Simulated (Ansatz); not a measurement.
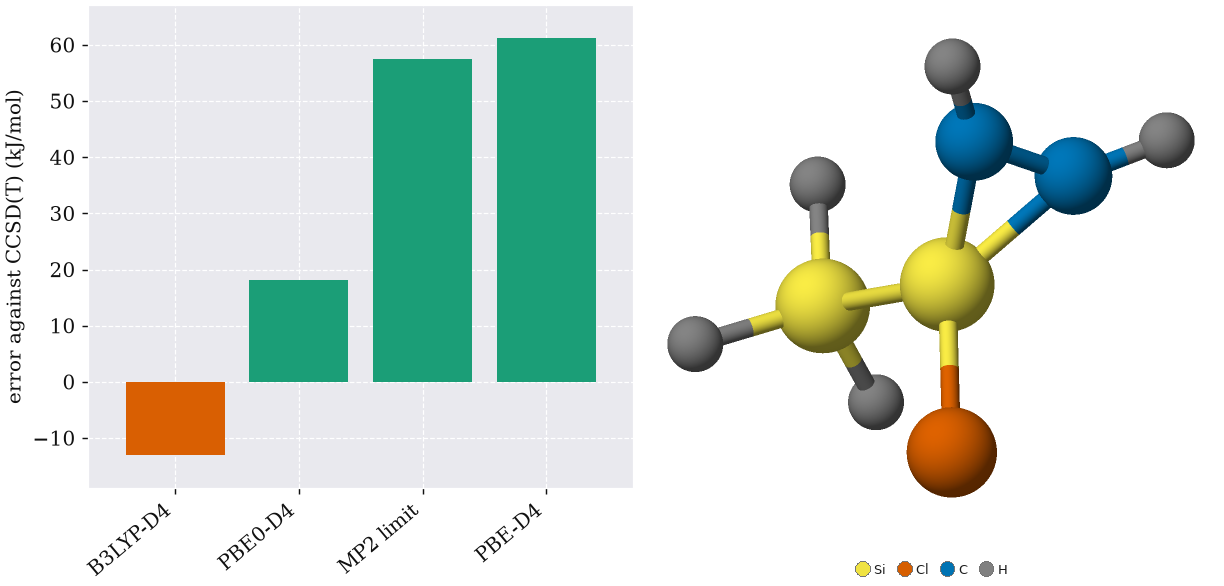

Error in the electronic atomisation energy (method less reference, so positive means overbinding) of C₂H₅ClSi₂, SMILES [SiH3][Si]1(Cl)C=C1: functionals in def2-TZVPP against frozen-core CCSD(T) at the limit (MP2 extrapolated from triple and quadruple zeta, plus CCSD(T) less MP2 in a smaller set), which gives 3534.6 kJ/mol, at a PBE0-D4/def2-TZVP geometry (no frequency check), no zero-point or spin-orbit term, the Ansatz code. The reference leaves out core correlation, a term that grows with the number of heavy atoms. Limit means the basis limit.

Q: What range do the values span?

A: From −13.0 kJ/mol (B3LYP-D4) to 61.2 kJ/mol (PBE-D4).

Q: Give the values.

A:
```tsv
level	kJ/mol
B3LYP-D4	−13.0
PBE0-D4	18.1
MP2 limit	57.6
PBE-D4	61.2
```
